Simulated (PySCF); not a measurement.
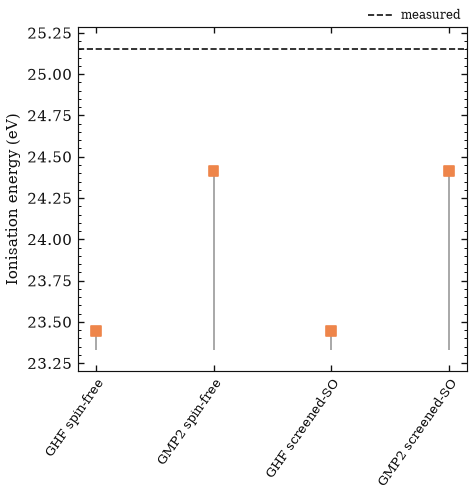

The ionisation energy of an atom or ion with 4 electrons in the configuration [He] 2s² by several methods. PySCF, x2c-TZVPall-2c, two-component X2C-1e. 2 core electrons frozen.

**Name the element and charge.**

B⁺. The values run from 23.447 eV (GHF spin-free and GHF screened-SO) to 24.412 eV (GMP2 spin-free and GMP2 screened-SO). The measured value is 25.155 eV; nearest to it come GMP2 screened-SO (−0.743) and GMP2 spin-free (−0.743), furthest GHF screened-SO (−1.708 eV).
